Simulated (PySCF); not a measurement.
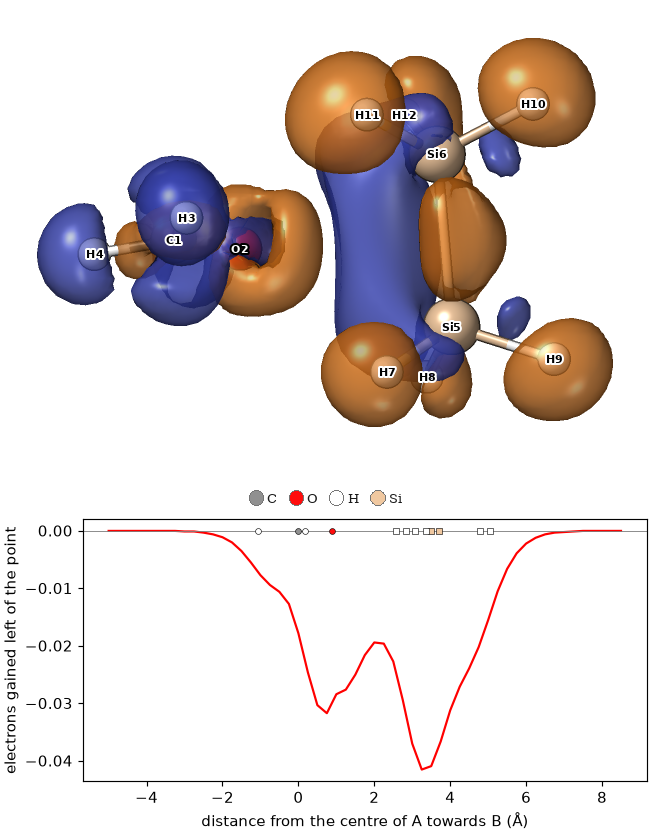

Figure 1: CH$_{8}$OSi$_{2}$, SMILES `C=O.[SiH3][SiH3]`. Density of the complex less the densities of the two fragments at the same geometry, ±0.002 e/Å³ (orange: gain, blue: loss). Fragment A: H2CO (atoms 1–4); fragment B: Si2H6. Below: the charge-displacement curve along the line of centres (A on the left).

Method: r2SCAN/def2-SVPD; geometry: GFN2-xTB; program: PySCF.

Input

```python
import numpy as np
from pyscf import gto, scf, dft
from pyscf.scf import atom_ks, atom_hf
from scipy.linalg import block_diag
from pyscf.dispersion import dftd3

def solve(mol, dm0=None, hcore=None):
    mf = (dft.UKS if mol.spin else dft.RKS)(mol, xc='r2scan')
    mf.grids.level = 3
    mf = mf.density_fit(auxbasis='def2-universal-jkfit')
    mf.conv_tol, mf.max_cycle = 1e-8, 80
    if hcore is not None:
        mf.get_hcore = lambda *args: hcore
    mf.kernel(dm0)
    if not mf.converged:
        mf = mf.newton().run(mf.mo_coeff, mf.mo_occ, max_cycle=30)
    assert mf.converged, 'SCF not converged'
    return mf

mol = gto.M(atom='''
C     -2.55559    -0.08797     0.31902
O     -1.73014    -0.15885    -0.53936
H     -2.31734     0.20946     1.35270
H     -3.61924    -0.31342     0.13788
Si     1.17527    -1.08570     0.04282
Si     0.88530     1.19625     0.00395
H      0.42028    -1.72995     1.12706
H      0.77507    -1.75844    -1.19278
H      2.57574    -1.46493     0.27460
H      2.15185     1.91497     0.20717
H      0.01198     1.67850     1.08443
H      0.32832     1.71468    -1.24502
''', basis='def2-svpd', charge=0, spin=0, verbose=4)
mol_a = gto.M(atom='''
C     -2.55559    -0.08797     0.31902
O     -1.73014    -0.15885    -0.53936
H     -2.31734     0.20946     1.35270
H     -3.61924    -0.31342     0.13788
ghost-Si     1.17527    -1.08570     0.04282
ghost-Si     0.88530     1.19625     0.00395
ghost-H      0.42028    -1.72995     1.12706
ghost-H      0.77507    -1.75844    -1.19278
ghost-H      2.57574    -1.46493     0.27460
ghost-H      2.15185     1.91497     0.20717
ghost-H      0.01198     1.67850     1.08443
ghost-H      0.32832     1.71468    -1.24502
''', basis='def2-svpd', charge=0, spin=0, verbose=4)
mol_b = gto.M(atom='''
ghost-C     -2.55559    -0.08797     0.31902
ghost-O     -1.73014    -0.15885    -0.53936
ghost-H     -2.31734     0.20946     1.35270
ghost-H     -3.61924    -0.31342     0.13788
Si     1.17527    -1.08570     0.04282
Si     0.88530     1.19625     0.00395
H      0.42028    -1.72995     1.12706
H      0.77507    -1.75844    -1.19278
H      2.57574    -1.46493     0.27460
H      2.15185     1.91497     0.20717
H      0.01198     1.67850     1.08443
H      0.32832     1.71468    -1.24502
''', basis='def2-svpd', charge=0, spin=0, verbose=4)
ab, a, b = solve(mol), solve(mol_a), solve(mol_b)
e_int = ab.e_tot - a.e_tot - b.e_tot
print('counterpoise-corrected interaction energy / kcal/mol', e_int * 627.5095)
def disp(atoms, charge):
    m = gto.M(atom=atoms, charge=charge, basis='sto-3g', spin=None, unit='Bohr', verbose=0)
    return dftd3.DFTD3Dispersion(m, xc='r2scan', version='d3bj').get_dispersion()['energy']
e_disp = disp(mol._atom, mol.charge) - disp(mol._atom[:4], mol_a.charge) - disp(mol._atom[4:], mol_b.charge)
print('D3(BJ) part / kcal/mol', e_disp * 627.5095)
# spherically averaged free atoms, for the promolecule
atm = atom_ks.get_atm_nrks(mol, xc='r2scan')
pro = block_diag(*[(atm[a[0]][2] * atm[a[0]][3]) @ atm[a[0]][2].T for a in mol._atom])
np.savez('result.npz', e_int=e_int, e_disp=e_disp, dm_a=a.make_rdm1(), dm_b=b.make_rdm1(), c=ab.mo_coeff, occ=ab.mo_occ, eps=ab.mo_energy, pro=pro, d=[f.dip_moment(verbose=0) for f in (ab, a, b)])
```

Launched as:

```sh
OMP_NUM_THREADS=1 python input.py
```

The run took 67 s on 1 thread of AMD EPYC 7B13 (Zen 3) (shared host), peak memory 0.64 GiB.

Partitions, critical points and surface values were worked out afterwards from this run's density.

> Which way does charge flow?

Hirshfeld charges show 0.026 e passing from A to B. By Hirshfeld charges, electrons gather most on H10 (−0.011 e) and leave C1 most (+0.011 e); 0.10 e is displaced in all, which induces a dipole of 0.86 D.

> What is the interaction energy, and which contacts carry it?

The counterpoise-corrected interaction energy of the frozen fragments is −2.8 kcal/mol without dispersion correction and −3.5 kcal/mol with D3(BJ). The pair geometry is semi-empirical, not a minimum at this level. Contacts: O2···Si6, 3.00 Å, ρ = 0.012 a.u., a bond path close to vanishing (ellipticity 1.8). The pose is a local one from a semi-empirical search, not shown to be the most stable.
